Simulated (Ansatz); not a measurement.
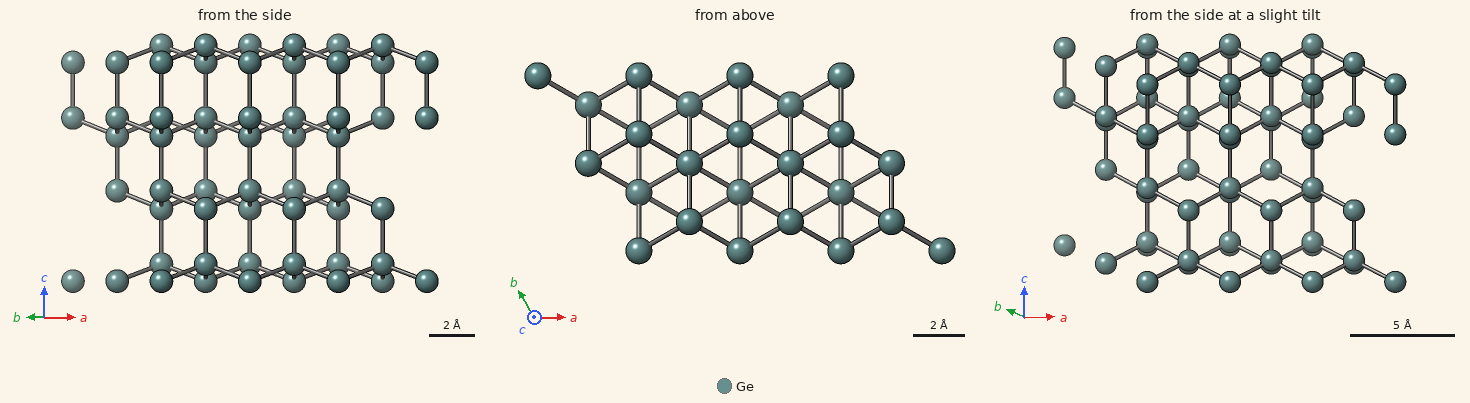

A ball-and-stick picture of a periodic slab, seen from the side, from above and from the side at a slight tilt. The surface normal points up in side views; the vacuum is left out. 3×2 cells are drawn in the plane, with atoms at the edges repeated.

The cell holds 8 Ge. The slab was cut from bulk Ge (Fd-3m).

> How far apart are the outermost atoms along the normal?

About 11 Å from the lowest to the highest atom.

> How are the atomic planes stacked?

Eight planes: Ge / Ge / Ge / Ge / Ge / Ge / Ge / Ge.

> On which plane does the slab lie?

(1 1 1).

Setup: Ansatz 0.2.0, DFT LDA, scalar-relativistic, plane waves, PAW; 420 eV cutoff, a 9×9×1 mesh of k-points, Gaussian smearing of 0.1 eV, no spin polarisation.

> Estimate the work function for the two faces.

4.91 eV on both faces.

The initial geometry was a structure listed in the Materials Project, from which a slab was cut. The atoms were relaxed in a fixed cell with DFT LDA, scalar-relativistic, plane waves, PAW in Ansatz.
